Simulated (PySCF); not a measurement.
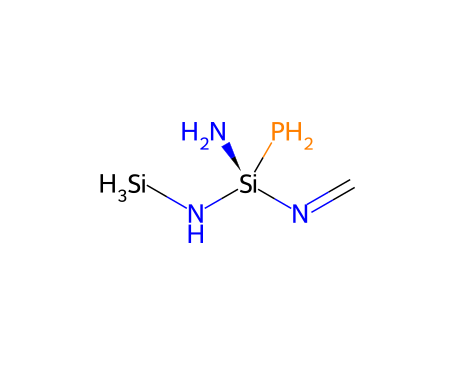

Computed geometry: GFN2-xTB optimisation. No frequency run is at hand to confirm it as a minimum. Properties computed with ωB97X-D/def2-SVPD, gas phase (PySCF 2.14.0). Excitations: vertical, linear response.

**What is the HOMO energy (Kohn–Sham orbital)?**

−8.58 eV.

**What is the mean static polarisability?**

111.3 bohr³.

**Give the brightest of the 8 lowest singlets at this level.**

7.20 eV.

**Give the lowest vertical singlet excitation at this level.**

4.11 eV.

The geometry is semi-empirical. Around P, Si such bond lengths and angles can be off by a tenth of an ångström or more and by several degrees, and values that hang on the shape move with them.
